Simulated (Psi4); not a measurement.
# InCNClF (SMILES N#[C][In]([F])[Cl]) at M06-2X/def2-SVP (core potential)

Aim: the energy change on altering one bond length of InCNClF at M06-2X/def2-SVP (core potential), from 2 runs. 

The results are computed with Psi4 1.11.

8 further runs of the same task are left out: 6 that didn't finish, 2 set aside as unsound or not needed.

### 1 The molecule

InCNClF: 5 atoms, total charge 0, spin state singlet. As SMILES, `N#[C][In]([F])[Cl]`. The coordinates come from a PBE0-D4/def2-TZVP relaxation.

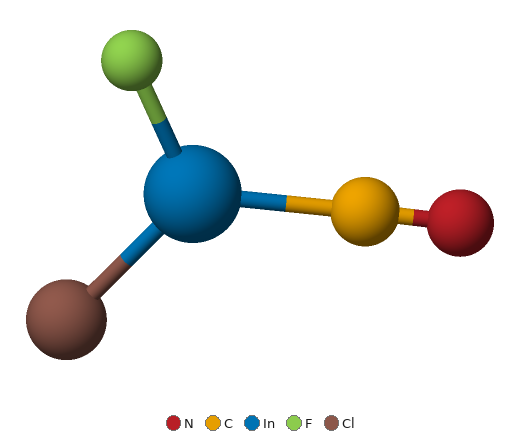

Viewed from a chosen angle; nitrogen red, carbon amber, indium blue, fluorine green, chlorine brown.

### 2 Energy and gradient at M06-2X/def2-SVP (core potential)

The input, calc.py:

```python
import psi4

psi4.set_memory(2200000000)
psi4.set_num_threads(1)
psi4.set_output_file('run.log', False)

mol = psi4.geometry("""
0 1
N     -1.392600     1.451400     1.648800
C     -0.781900     0.784400     0.934900
In     0.330400    -0.389600    -0.376400
F      0.434400    -2.280900    -0.039700
Cl     1.459700     0.361000    -2.209100
units angstrom
symmetry c1
""")

options = {'basis': 'def2-SVP', 'puream': True, 'e_convergence': 1e-09, 'd_convergence': 1e-08, 'scf_type': 'pk', 'dft_radial_points': 99, 'dft_spherical_points': 590}
psi4.set_options(options)

e_tot, wfn = psi4.gradient("m06-2x", return_wfn=True)
psi4.oeprop(wfn, "MULLIKEN_CHARGES", "QUADRUPOLE", "WIBERG_LOWDIN_INDICES")
print('gradient / Eh bohr^-1')
print(e_tot.np.round(6))
print(f'energy = {wfn.energy():.10f} Eh')
```

Launch:

```sh
$ python calc.py
```

run.log (excerpt; [...] marks lines left out):

```text
[...]
    !!!  WARNING: ECP capability is in beta. Please check occupations closely.  !!!
[...]
  Running in c1 symmetry.
[...]
  Nuclear repulsion =  275.341192797407359
[...]
  Multiplicity = 1
[...]
  Nalpha       = 30
  Nbeta        = 30
[...]
    Number of basis functions: 86
[...]
   @RKS iter   1:  -842.46456568384542   -1.61672e+00   7.13382e-03 ADIIS/DIIS
[...]
   @RKS iter  12:  -842.64346774743865   -1.30740e-11   8.72400e-09 DIIS
[...]
    Orbital Energies [Eh]
    ---------------------
    Doubly Occupied:
       1A   -102.656014     2A    -25.209117     3A    -14.794351
       4A    -10.602215     5A     -9.825417     6A     -7.550887
       7A     -7.546658     8A     -7.546158     9A     -4.968354
      10A     -3.352179    11A     -3.343435    12A     -3.341249
      13A     -1.245316    14A     -1.023685    15A     -0.989364
      16A     -0.970450    17A     -0.968241    18A     -0.966608
      19A     -0.957740    20A     -0.901743    21A     -0.597038
      22A     -0.513987    23A     -0.483160    24A     -0.479894
      25A     -0.464602    26A     -0.441034    27A     -0.439351
      28A     -0.433863    29A     -0.414186    30A     -0.408621
[...]
  @RKS Final Energy:  -842.64346774743865
   => Energetics <=
    Nuclear Repulsion Energy =            275.3411927974073592
    One-Electron Energy =               -1782.6215955816369387
    Two-Electron Energy =                 697.0863779014493957
    DFT Exchange-Correlation Energy =     -32.4494428646584367
    Empirical Dispersion Energy =           0.0000000000000000
    VV10 Nonlocal Energy =                  0.0000000000000000
    Total Energy =                       -842.6434677474386490
[...]
  -Total Gradient:
     Atom            X                  Y                   Z
    ------   -----------------  -----------------  -----------------
       1        0.004769199484    -0.004858338021    -0.005668795551
       2        0.000185912764    -0.000974911281    -0.000018353455
       3        0.001890873167     0.002688313422    -0.003433324020
       4       -0.000432786152     0.008133873506    -0.001471213894
       5       -0.006435389046    -0.004720595368     0.010555604650
[...]
 Multipole Moments:
 ------------------------------------------------------------------------------------
     Multipole            Electronic (a.u.)      Nuclear  (a.u.)        Total (a.u.)
 ------------------------------------------------------------------------------------
 L = 1.  Multiply by 2.5417464519 to convert [e a0] to [Debye]
 Dipole X            :         -0.0249776            0.3220593            0.2970817
 Dipole Y            :        -11.9772925           12.0493539            0.0720614
 Dipole Z            :          3.1324238           -3.5816097           -0.4491859
 Magnitude           :                                                    0.5433400
 L = 2.  Multiply by 1.3450342976 to convert [e a0^2] to [Debye ang]
 Quadrupole XX       :       -217.0539150          178.3746138          -38.6793013
 Quadrupole XY       :         66.4475711          -63.3750899            3.0724812
[...]
  Mulliken Charges: (a.u.)
   Center  Symbol    Alpha    Beta     Spin     Total
       1     N     3.48252  3.48252  0.00000  0.03496
       2     C     3.15097  3.15097  0.00000 -0.30194
       3    IN    10.00603 10.00603  0.00000  0.98794
       4     F     4.73482  4.73482  0.00000 -0.46963
       5    CL     8.62567  8.62567  0.00000 -0.25133
   Total alpha = 30.00000, Total beta = 30.00000, Total charge =  0.00000
  Wiberg Bond Indices using Orthogonal Lowdin Orbitals:
[...]
```

The script printed:

```text
gradient / Eh bohr^-1
[[ 4.7690e-03 -4.8580e-03 -5.6690e-03]
 [ 1.8600e-04 -9.7500e-04 -1.8000e-05]
 [ 1.8910e-03  2.6880e-03 -3.4330e-03]
 [-4.3300e-04  8.1340e-03 -1.4710e-03]
 [-6.4350e-03 -4.7210e-03  1.0556e-02]]
energy = -842.6434677474 Eh
```

It took 20 s on 1 thread of Intel Xeon 6975P-C (Granite Rapids), shared host; peak memory 0.91 GiB.

### 3 The distorted shape, same level

The input, calc.in:

```
memory 2200 MB

molecule {
  0 1
  N     -1.575799     1.651488     1.862957
  C     -0.781900     0.784400     0.934900
  In     0.330400    -0.389600    -0.376400
  F      0.434400    -2.280900    -0.039700
  Cl     1.459700     0.361000    -2.209100
  symmetry c1
}

set basis def2-SVP
set puream true
set e_convergence 1e-09
set d_convergence 1e-08
set scf_type pk
set dft_radial_points 99
set dft_spherical_points 590

e_tot, wfn = gradient('m06-2x', return_wfn=True)
oeprop(wfn, 'MULLIKEN_CHARGES', 'QUADRUPOLE', 'MAYER_INDICES')
print_variables()
```

Launch:

```sh
$ psi4 calc.in calc.out -n 1
```

calc.out (excerpt; [...] marks lines left out):

```text
[...]
    !!!  WARNING: ECP capability is in beta. Please check occupations closely.  !!!
[...]
  Running in c1 symmetry.
[...]
  Nuclear repulsion =  267.285799018435910
[...]
  Multiplicity = 1
[...]
  Nalpha       = 30
  Nbeta        = 30
[...]
    Number of basis functions: 86
[...]
   @RKS iter   1:  -842.36587026853124   -1.97347e+00   6.30701e-03 DIIS/ADIIS
[...]
   @RKS iter  14:  -842.49756134516815   -1.81899e-12   4.99423e-09 DIIS
[...]
  @RKS Final Energy:  -842.49756134516815
   => Energetics <=
    Nuclear Repulsion Energy =            267.2857990184359096
    One-Electron Energy =               -1766.3440872586893420
    Two-Electron Energy =                 688.8962131536255811
    DFT Exchange-Correlation Energy =     -32.3354862585402500
    Empirical Dispersion Energy =           0.0000000000000000
    VV10 Nonlocal Energy =                  0.0000000000000000
    Total Energy =                       -842.4975613451681511
[...]
  -Total Gradient:
     Atom            X                  Y                   Z
    ------   -----------------  -----------------  -----------------
       1       -0.167999209414     0.183497770624     0.196384971683
       2        0.174959319674    -0.191220712160    -0.204495419332
       3       -0.000484054744     0.005173198576    -0.000626340734
       4       -0.000144015538     0.007849740368    -0.001816334727
       5       -0.006321256070    -0.004970210606     0.010454107818
[...]
 Multipole Moments:
 ------------------------------------------------------------------------------------
     Multipole            Electronic (a.u.)      Nuclear  (a.u.)        Total (a.u.)
 ------------------------------------------------------------------------------------
 L = 1.  Multiply by 2.5417464519 to convert [e a0] to [Debye]
 Dipole X            :          0.9074145           -0.6087164            0.2986981
 Dipole Y            :        -12.9915542           13.0659372            0.0743830
 Dipole Z            :          2.0414101           -2.4935463           -0.4521362
 Magnitude           :                                                    0.5469740
 L = 2.  Multiply by 1.3450342976 to convert [e a0^2] to [Debye ang]
 Quadrupole XX       :       -234.3606369          195.1147332          -39.2459037
 Quadrupole XY       :         83.2606873          -80.3511857            2.9095016
[...]
```

Run time: 17 s. Hardware: 1 thread of Intel Xeon 6975P-C (Granite Rapids), shared host; peak memory 1.5 GiB.

### 4 Outcome

At M06-2X/def2-SVP (core potential):

| quantity | value |
| --- | --- |
| first shape: total energy | -842.64347 Eh |
| first shape: dipole moment | 1.38 D |
| first shape: HOMO energy | -11.12 eV |
| first shape: LUMO energy | -1.96 eV |
| first shape: HOMO–LUMO gap | 9.16 eV |
| first shape: largest force on an atom | 0.680 eV/Å |
| distorted shape: total energy | -842.49756 Eh |
| distorted shape: dipole moment | 1.39 D |
| distorted shape: HOMO energy | -10.13 eV |
| distorted shape: LUMO energy | -2.61 eV |
| distorted shape: HOMO–LUMO gap | 7.53 eV |
| distorted shape: largest force on an atom | 16.977 eV/Å |
| energy change with the N1–C2 bond stretched from 1.152 to 1.498 Å | 3.970 eV |

What this shows: With the N1–C2 bond stretched from 1.152 to 1.498 Å the energy rises by 3.97 eV (92 kcal/mol). The first shape isn't relaxed at this level, so the change isn't measured from a minimum. The largest force (first shape) is 0.68 eV/Å: the shape isn't a stationary point for this species at this level. Mulliken charges (distorted shape) run from -0.47 on F4 to +0.99 on In3; they depend strongly on the basis.
